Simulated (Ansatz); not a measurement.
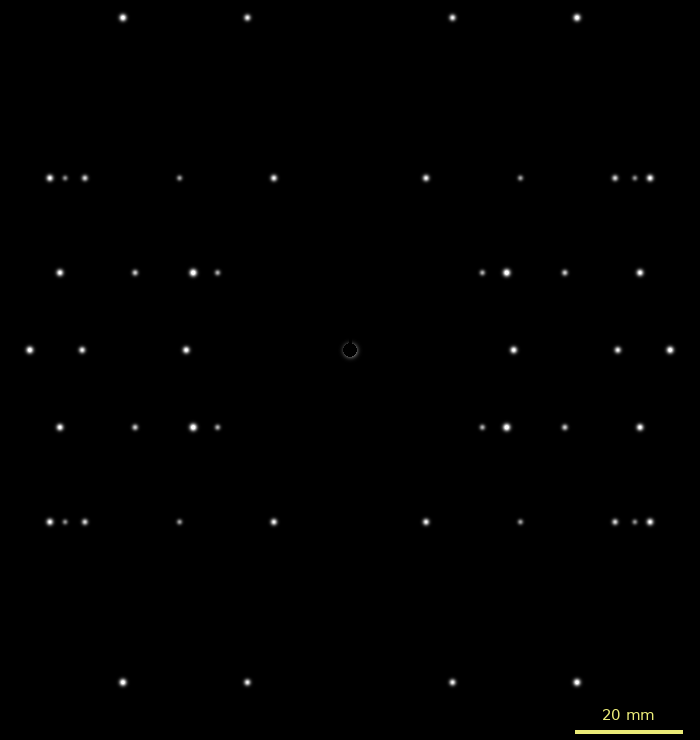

Simulated X-ray rotation photograph: Cu Kα radiation (λ = 1.5418 Å), cylindrical film of radius 57.3 mm unrolled, rotation axis vertical and normal to the beam, kinematic intensities without Lorentz or polarisation factors, the film spanning ±63° about the beam; spots down to d = 1.51 Å.

Question: What lattice repeat along the rotation axis do the layer lines give?

Answer: The first layer line lies 14.5 mm from the equator, so tan ν = 0.254, sin ν = 0.246 and the period is λ/sin ν = 6.27 Å. Further lines follow at 32.4, 62.6 mm.

The crystal is Gd, space group P6_3/mmc (No. 194), a = 3.62 Å, c = 5.80 Å (hexagonal axes). Structure: the input geometry of an electronic-structure calculation (not necessarily at equilibrium).

Question: About which axis was it rotated?

Answer: About [210] (or an equivalent direction), whose length in the conventional cell is 6.271 Å.
